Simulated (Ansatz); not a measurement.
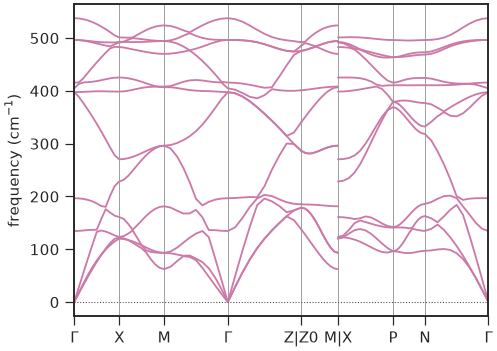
Fig. 1. Phonon dispersion of Si in space group I4/mmm (No. 139; Si on 8h), LDA (plane waves, PAW; program Ansatz); imaginary frequencies are drawn negative

### Question
Is this phase dynamically stable?

### Answer
Yes, on this path no branch is imaginary.

### Question
How high does the spectrum reach?

### Answer
About 540 cm⁻¹ (16.1 THz).

The first step of the workflow began from a Materials Project structure, measured or hypothetical; the Crystallography Open Database copy checked does not list it. It is not the phase usual at ambient conditions (space group No. 227). Symmetry was held in the LDA relaxation.

Potentials: the later of the program's two PAW sets.
